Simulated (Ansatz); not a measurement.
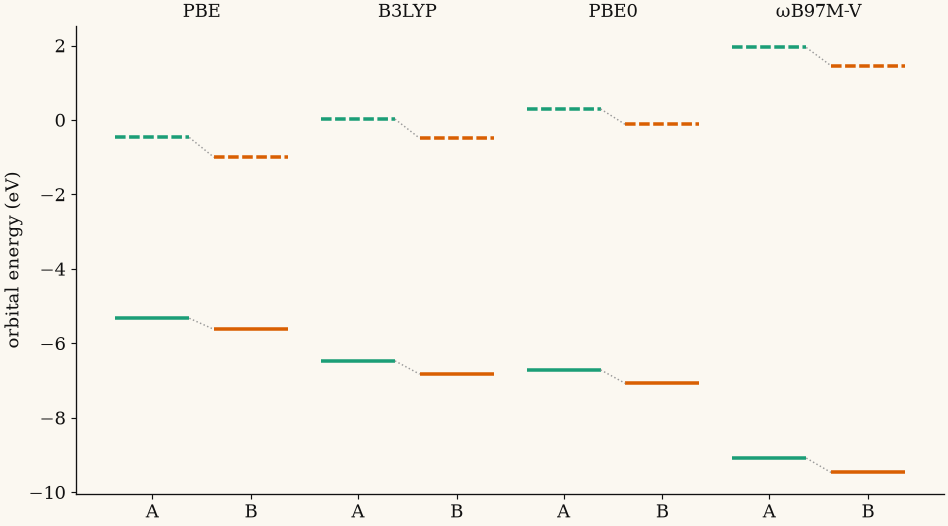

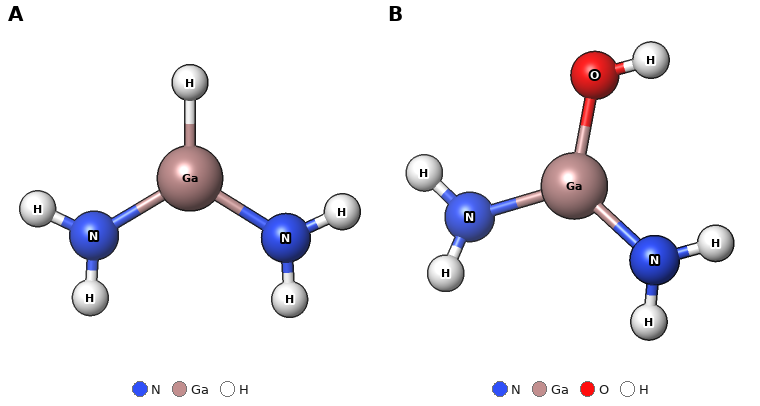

One change: A, GaN₂H₅ (SMILES [NH2][GaH][NH2]), becomes B, GaN₂H₅O (SMILES [NH2][Ga]([NH2])[OH]). H on Ga is replaced by OH. HOMO (solid) and LUMO (dashed) computed in def2-TZVPP at PBE0-D4/def2-TZVP geometries, both minima by their frequencies, gas phase, the Ansatz code. Empty levels above zero depend strongly on the basis.

**What does the change do to HOMO and LUMO?**

PBE: the HOMO falls by 0.30 eV, the LUMO falls by 0.53 eV, and the separation goes from 4.86 to 4.62 eV. B3LYP: the HOMO falls by 0.36 eV, the LUMO falls by 0.51 eV, and the separation goes from 6.50 to 6.34 eV. PBE0: the HOMO falls by 0.36 eV, the LUMO falls by 0.42 eV, and the separation goes from 7.01 to 6.96 eV. ωB97M-V: the HOMO falls by 0.39 eV, the LUMO falls by 0.49 eV, and the separation goes from 11.03 to 10.93 eV.

**Do the functionals agree on the effect?**

They agree on the direction for both levels; the HOMO shift lies between −0.39 and −0.30 eV and the LUMO shift between −0.53 and −0.42 eV, while the separations themselves differ by up to 6.3 eV between functionals.
